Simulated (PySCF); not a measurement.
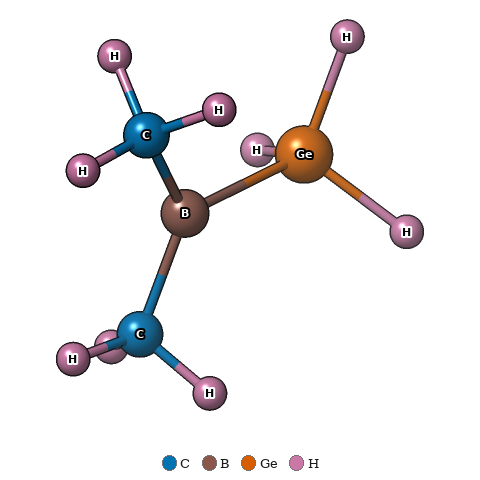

Geometry used (C₂H₉BGe, SMILES C[B](C)[GeH3], singlet).

Simulated rotational absorption lines between 6 and 18 GHz at 10 K: rigid rotor with the equilibrium constants and dipole of one optimised conformer (PBE0-D3(BJ)/def2-SVP, PySCF), commonest isotopes; no centrifugal distortion, hyperfine structure, internal rotation or nuclear-spin weights; lines within 1 MHz of each other are summed. Lines of different type are drawn apart.

### What are the rotational constants, and what kind of rotor is it?

Rotational constants A, B, C = 6.810, 2.456, 1.888 GHz; Ray's κ = −0.77, an asymmetric top on the prolate side.

### Which dipole components drive the lines?

|μa|, |μb|, |μc| = 1.50, 0.00, 0.04 D; a-type lines carry 100 % of the intensity in this range.

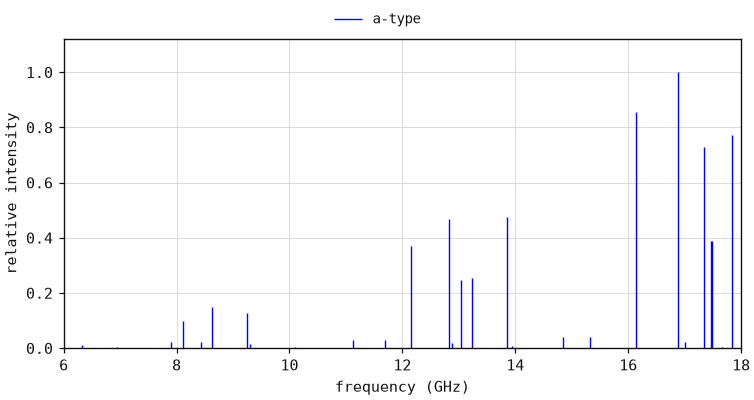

Known limits of this run: coarse grid, loose stop and no frequency check, small forces are noise and the end may be a saddle.
